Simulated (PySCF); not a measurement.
# Run report: C$_{2}$H$_{8}$Ge$_{2}$, excited-state calculation

System: C$_{2}$H$_{8}$Ge$_{2}$, SMILES C=[CH][GeH2][GeH3].
Method: TDDFT B97-2/pcseg-1, vertical, gas phase, core orbitals frozen in the response (PySCF 2.14.0).

The geometry comes from this level: GFN2-xTB. It belongs to a series of runs on one base structure; here: B97-2/pcseg-1; 1 states; guess atom.

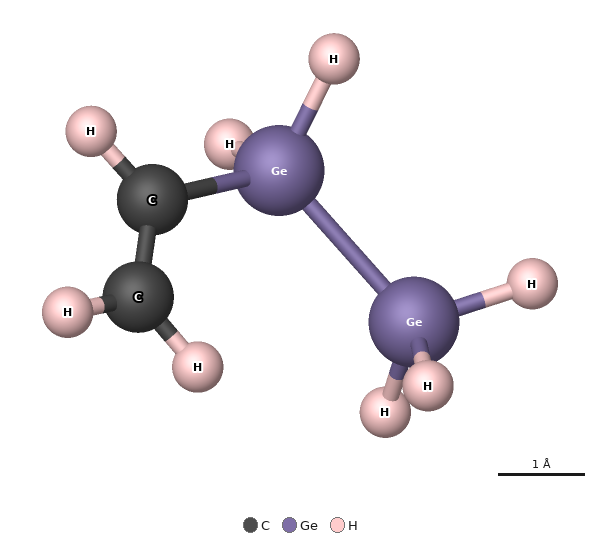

The structure (ball-and-stick view, seen at a tilt). Sticks mark near contacts. Bond lengths as drawn: C–C 1.32 Å, C–Ge 1.95 Å, C–H 1.08 Å, Ge–Ge 2.38 Å and Ge–H 1.50 to 1.51 Å.

The input
```
{"job": {"kind": "uv", "xc": "B97-2", "basis": "pcseg-1", "nstates": 1, "ntriplets": 2, "tda": false, "scf": {"guess": "atom"}}, "charge": 0, "multiplicity": 1}
C      1.727149    -1.107847     0.189335
C      1.582973     0.153723     0.558743
Ge    -0.114457     1.115896     0.477114
Ge    -1.877016    -0.144154    -0.503587
H      2.671171    -1.630128     0.241543
H      0.891034    -1.681208    -0.188128
H      2.441371     0.698278     0.932578
H      0.121054     2.418462    -0.252472
H     -0.463618     1.567386     1.876182
H     -1.426919    -1.095101    -1.573653
H     -2.920323     0.700219    -1.169182
H     -2.631221    -0.996211     0.473757
```

The first line tells a small driver script what to run in PySCF; the rest is the geometry in Å.

Machine: 1 CPU thread, shared host.

Run as:
```bash
OMP_NUM_THREADS=1 python <driver script> task.json out
```

Log
```
final grid: 91472 points
cycle   1  E = -4235.3791874748  dE =  8.875e-01  |g| = 7.901e-01  |ddm| = 3.585e+00
cycle   2  E = -4235.2801053562  dE =  9.908e-02  |g| = 9.574e-01  |ddm| = 1.775e+00
cycle   3  E = -4235.5593005514  dE = -2.792e-01  |g| = 7.226e-02  |ddm| = 1.166e+00
cycle   4  E = -4235.5599090875  dE = -6.085e-04  |g| = 6.398e-02  |ddm| = 1.291e-01
cycle   5  E = -4235.5609621876  dE = -1.053e-03  |g| = 1.299e-02  |ddm| = 6.251e-02
cycle   6  E = -4235.5610177875  dE = -5.560e-05  |g| = 1.649e-03  |ddm| = 1.766e-02
cycle   7  E = -4235.5610187607  dE = -9.732e-07  |g| = 2.877e-04  |ddm| = 2.893e-03
cycle   8  E = -4235.5610187927  dE = -3.197e-08  |g| = 9.224e-05  |ddm| = 5.280e-04
cycle   9  E = -4235.5610187957  dE = -3.044e-09  |g| = 1.231e-05  |ddm| = 1.540e-04
cycle  10  E = -4235.5610187958  dE = -7.094e-11  |g| = 1.360e-06  |ddm| = 2.006e-05
converged SCF energy = -4235.5610187958

Static polarisability (au): isotropic 81.331, principal 61.440 89.995 92.558

Singlet excitations
state   eV       nm        f      main configurations
  1   6.6860    185.4   0.00088   H-1->L 0.79, H-2->L 0.16

Triplet excitations (Tamm-Dancoff, eV): 4.6359 6.2916
```

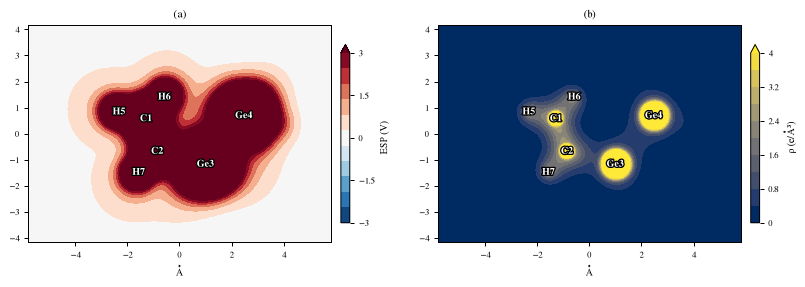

(a) molecular electrostatic potential; (b) total electron density on the plane of atoms C2, C1 and H6. Atoms in the plane: C, Ge and H. C–C (1.32 Å): ρ is about 2.3 e/Å³ halfway. C–Ge (1.95 Å): ρ is about 0.84 e/Å³ halfway. Ge–Ge (2.38 Å): ρ is about 0.59 e/Å³ halfway. C–H (1.08 Å): ρ is about 2 e/Å³ halfway. The potential has no marked negative region in this plane.

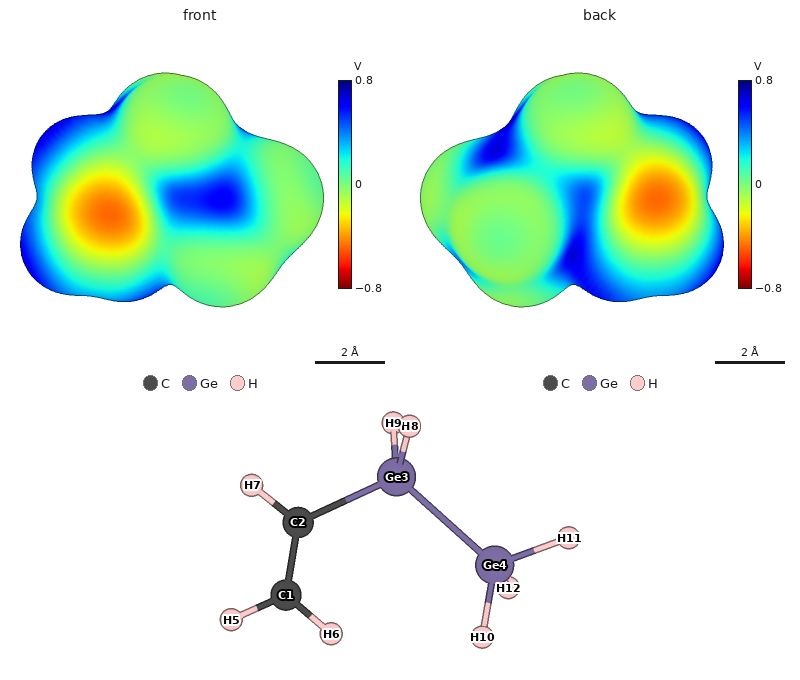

The molecular electrostatic potential painted on the density surface at 0.001 e/bohr³, seen face on and from behind; red is negative and blue positive. The bare structure is drawn below in the same view. A positive charge is drawn to the negative regions and a negative charge to the positive ones. Its dipole moment is 0.62 D.

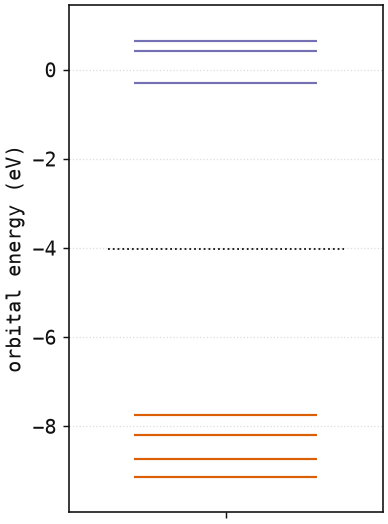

Orbital energies near the frontier; the dotted line parts filled from empty levels, and levels within 0.02 eV of each other stand side by side. Highest filled −7.74 eV, lowest empty −0.29 eV, 7.45 eV apart.

Summary

```csv
quantity,value
outcome,converged
total energy,−4235.561019 hartree
HOMO,−7.74 eV
LUMO,−0.29 eV
dipole moment,0.62 D
mean polarisability,81.33 a.u.
lowest singlet excitation,6.69 eV
wall time,19 s
peak memory,0.6 GiB
```

Settings chosen away from the usual ones: B97-2/pcseg-1; 1 states; guess atom. Spin–orbit coupling is left out, which matters for the heavy atoms.
